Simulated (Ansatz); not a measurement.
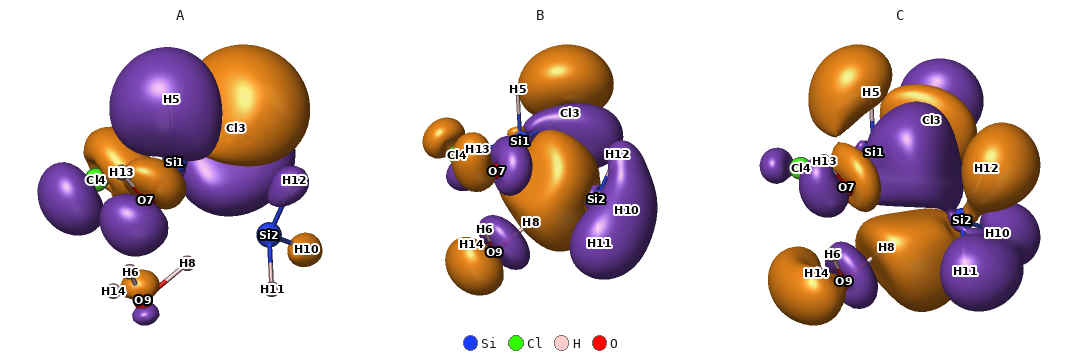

Figure. Cl$_{2}$H$_{2}$OSi···H$_{3}$Si···H$_{3}$O. Three frontier orbitals at ±0.06 Å⁻³ᐟ² (orange and purple are the two phases), in no order.

A transition-state structure; geometry: PBE0-D4/def2-TZVP.

These are results of RKS PBE0-D4/def2-TZVPP (Ansatz), not measurements.

```xyz
14

Si   -0.1180    1.1930   -0.0248
Si    0.0949   -0.8676   -1.4894
Cl   -1.5214    1.6248   -1.6282
Cl   -1.5153    1.4061    1.5419
H     0.6123    2.4580   -0.2648
H     0.4696   -0.8237    1.6205
O     1.1795    0.4920    0.9232
H    -0.4135   -0.9246    0.3072
O    -0.3204   -1.4219    1.4404
H    -1.0844   -1.2764   -2.2807
H     0.9234   -2.0578   -1.1306
H     0.9922    0.0454   -2.2492
H     1.7547    1.1575    1.3113
H    -1.0536   -1.0046    1.9231
```

Order the three orbitals by energy and name them.

A is the HOMO−1 (−8.15 eV). By Hirshfeld shares it lies mainly on Cl3 (about 70 %), H5 (about 10 %) and Si1 (about 10 %); largely a lone pair of Cl3. B is the HOMO (−7.52 eV). Its weight (Hirshfeld) is mainly on Cl3 (about 30 %), Si2 (about 25 %), Si1 (about 10 %), O9 (about 10 %) and H8 (about 10 %). C is the LUMO (−1.32 eV). Its weight (Hirshfeld) is mainly on Si1 (about 25 %), Si2 (about 20 %), Cl3 (about 10 %), H8 (about 10 %) and O9 (about 10 %).

What is the HOMO–LUMO gap?

6.20 eV between the orbital energies.
